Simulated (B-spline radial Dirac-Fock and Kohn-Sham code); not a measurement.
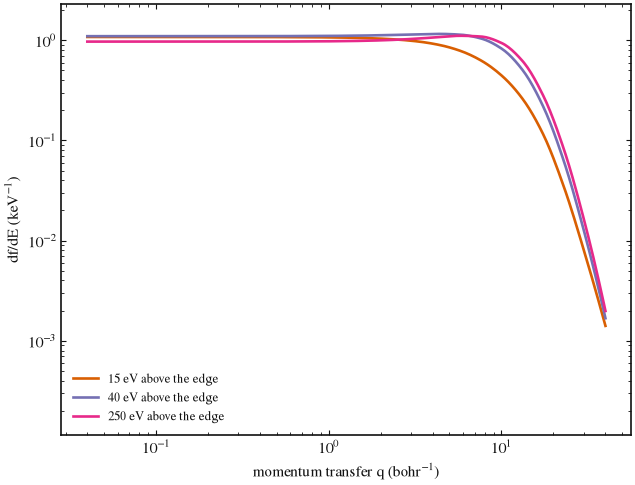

Fig. 1. The generalised oscillator strength of one subshell against momentum transfer, at the energies in the key. System: the iridium atom, M3 (3p3/2) edge at 2551.0 eV. Level of theory: first Born approximation, a Dirac–Hartree–Slater potential with a Latter tail, continuum alone (no white lines); calculated with a B-spline radial code.

What can be read from it?

At 250 eV above the edge the optical limit (small q) is 0.970 keV⁻¹; the strength rises to 1.11 keV⁻¹ at q ≈ 5.8 bohr⁻¹ and has dropped to half near q ≈ 14 bohr⁻¹. At 15 eV above the edge the optical limit is 1.08 keV⁻¹.
